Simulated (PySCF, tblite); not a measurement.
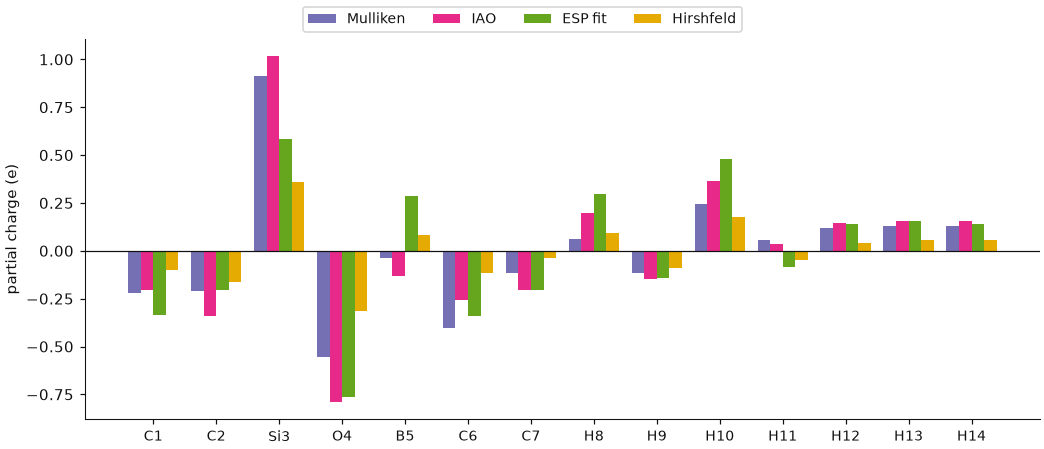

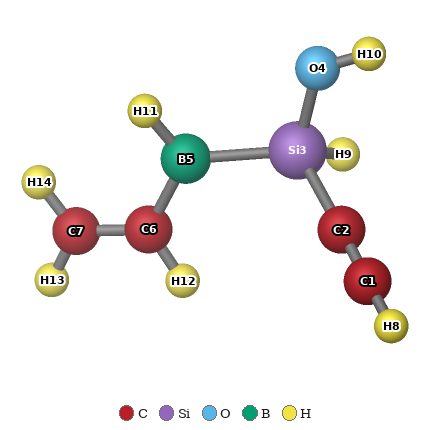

Atomic charges of C₄H₇BOSi, SMILES C#C[Si@H](O)BC=C by 4 schemes, PBE0/pcSseg-1 in PySCF 2.14.0, at a GFN2-xTB geometry (a minimum by its frequencies).

Question: Which atom is the most negative in each scheme?

Answer: Mulliken: O4 (−0.55 e); IAO: O4 (−0.79 e); ESP fit: O4 (−0.76 e); Hirshfeld: O4 (−0.31 e).

Question: On which atom do the schemes disagree most?

Answer: On Si3: Mulliken 0.91, IAO 1.02, ESP fit 0.58, Hirshfeld 0.36 e.

Caveats: the tight-binding geometry is rougher than a DFT one and adds to the error; one conformer of a flexible molecule.
